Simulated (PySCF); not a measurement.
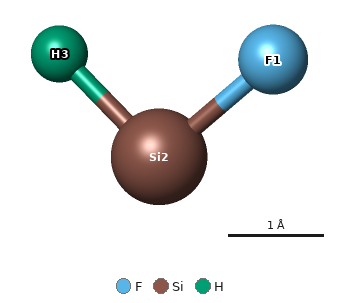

**Figure 1.** The structure (ball-and-stick view, seen at an oblique angle; atoms are numbered from 1 in the order of the input).

**SiHF: one change and its effect**

System: SiHF, SMILES F[SiH].
Method of run 1: TDDFT PBE0/aug-cc-pVDZ, vertical, gas phase, core orbitals frozen in the response (PySCF 2.14.0).

The geometry comes from this level: PBE0-D3(BJ)/def2-SVP. Text and figures count atoms from 1; the logs count them from 0 in places.

Input file, run 1:
```
{"job": {"kind": "uv", "xc": "PBE0", "basis": "aug-cc-pVDZ"}, "charge": 0, "multiplicity": 1}
F      1.222039    -0.351932     0.005223
Si    -0.056543     0.667894    -0.030510
H     -1.158935    -0.418251    -0.019713
```

The first line tells a small driver script what to run in PySCF; the rest is the geometry in Å.

Launched with:
```bash
OMP_NUM_THREADS=1 python <driver script> task.json out
```

Hardware: 1 CPU thread, shared host.

Output (run 1):
```
coarse grid: 3336 points
cycle   1  E = -389.6657587986  dE = -1.701e-02  |g| = 4.994e-01  |ddm| = 2.770e+00
cycle   2  E = -389.5377881830  dE =  1.280e-01  |g| = 1.004e+00  |ddm| = 1.776e+00
cycle   3  E = -389.7137465352  dE = -1.760e-01  |g| = 2.745e-02  |ddm| = 1.053e+00
cycle   4  E = -389.7139678126  dE = -2.213e-04  |g| = 9.730e-03  |ddm| = 1.087e-01
cycle   5  E = -389.7139985635  dE = -3.075e-05  |g| = 8.534e-04  |ddm| = 2.977e-02
cycle   6  E = -389.7139987954  dE = -2.319e-07  |g| = 1.877e-04  |ddm| = 2.190e-03
final grid: 28904 points
cycle   7  E = -389.7183057770  dE = -3.064e-06  |g| = 3.860e-04  |ddm| = 1.652e-02
cycle   8  E = -389.7183057858  dE = -8.872e-09  |g| = 3.895e-04  |ddm| = 1.035e-03
cycle   9  E = -389.7183058095  dE = -2.369e-08  |g| = 1.360e-04  |ddm| = 5.637e-04
cycle  10  E = -389.7183058126  dE = -3.057e-09  |g| = 1.326e-05  |ddm| = 1.551e-04
cycle  11  E = -389.7183058126  dE = -5.315e-11  |g| = 2.086e-06  |ddm| = 2.951e-05
converged SCF energy = -389.7183058126

Static polarisability (au): isotropic 32.392, principal 29.579 30.484 37.112

Singlet excitations
state   eV       nm        f      main configurations
  1   2.8777    430.8   0.02075   H->L 0.99
  2   5.4631    226.9   0.06165   H->L+1 0.97
  3   6.2889    197.1   0.19426   H->L+2 0.97
  4   7.1214    174.1   0.03984   H->L+3 0.98
  5   7.1670    173.0   0.05584   H-1->L 0.52, H->L+4 0.46
  6   7.3461    168.8   0.00508   H->L+4 0.53, H-1->L 0.41
  7   7.9840    155.3   0.02250   H->L+6 0.89
  8   8.1122    152.8   0.00422   H-3->L 0.97
  9   8.1573    152.0   0.13944   H->L+5 0.85
 10   8.5336    145.3   0.01035   H-2->L 0.92

Triplet excitations (Tamm-Dancoff, eV): 1.5243 4.3611 5.8138 6.0127
```

The input of run 2 differs as follows (lines with − go, lines with + come):
```diff
-"basis": "aug-cc-pVDZ"
+"basis": "aug-cc-pVTZ"
```

What does this change do to the results?

The total energy of run 2 is 26.9 kcal/mol lower, which measures the change of basis and not a stability. The strongest computed line goes from 6.29 to 7.90 eV. The number of SCF iterations is the same. The basis functions go from 59 to 119.

Output (run 2):
```
coarse grid: 3336 points
cycle   1  E = -389.7026609328  dE = -2.662e-02  |g| = 5.590e-01  |ddm| = 2.645e+00
cycle   2  E = -389.5525941221  dE =  1.501e-01  |g| = 1.129e+00  |ddm| = 1.573e+00
cycle   3  E = -389.7561302276  dE = -2.035e-01  |g| = 3.473e-02  |ddm| = 9.977e-01
cycle   4  E = -389.7563808419  dE = -2.506e-04  |g| = 1.348e-02  |ddm| = 8.047e-02
cycle   5  E = -389.7564175026  dE = -3.666e-05  |g| = 1.572e-03  |ddm| = 2.332e-02
cycle   6  E = -389.7564180897  dE = -5.871e-07  |g| = 2.758e-04  |ddm| = 2.536e-03
final grid: 28904 points
cycle   7  E = -389.7611273922  dE = -1.558e-05  |g| = 1.459e-03  |ddm| = 2.664e-02
cycle   8  E = -389.7611270999  dE =  2.924e-07  |g| = 2.007e-03  |ddm| = 3.437e-03
cycle   9  E = -389.7611276660  dE = -5.661e-07  |g| = 2.557e-04  |ddm| = 2.025e-03
cycle  10  E = -389.7611276761  dE = -1.015e-08  |g| = 3.769e-05  |ddm| = 3.012e-04
cycle  11  E = -389.7611276765  dE = -3.428e-10  |g| = 6.855e-06  |ddm| = 7.987e-05
converged SCF energy = -389.7611276765

Static polarisability (au): isotropic 32.936, principal 30.606 30.711 37.490

Singlet excitations
state   eV       nm        f      main configurations
  1   2.9073    426.5   0.02133   H->L 0.99
  2   5.4198    228.8   0.06151   H->L+1 0.96
  3   6.2061    199.8   0.15410   H->L+2 0.98
  4   7.0752    175.2   0.04797   H->L+3 0.98
  5   7.1498    173.4   0.04283   H->L+4 0.66, H-1->L 0.33
  6   7.3080    169.7   0.00498   H-1->L 0.56, H->L+4 0.32, H->L+7 0.09
  7   7.8089    158.8   0.00768   H->L+6 0.95
  8   7.8975    157.0   0.22458   H->L+5 0.95
  9   8.1229    152.6   0.03195   H-3->L 0.71, H->L+7 0.28
 10   8.2389    150.5   0.17816   H->L+7 0.60, H-3->L 0.26

Triplet excitations (Tamm-Dancoff, eV): 1.5404 4.2947 5.7921 6.0208
```

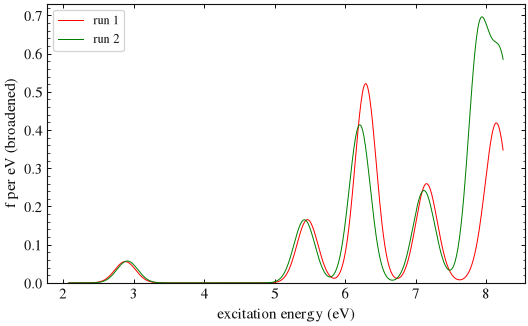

**Figure 2.** Absorption of the two runs from their computed states, each broadened by a Gaussian of 0.35 eV full width; the range ends where the shorter list of states ends.

The two runs side by side:

```tsv
quantity	run 1	run 2
outcome	converged	converged
total energy (hartree)	−389.718306	−389.761128
HOMO (eV)	−7.06	−7.06
LUMO (eV)	−2.82	−2.79
dipole moment (D)	1.11	1.09
lowest excitation (eV)	2.88	2.91
SCF iterations	11	11
strongest computed line (eV)	6.29	7.90
basis functions	59	119
wall time (shared host)	1.2 s	2.3 s
```
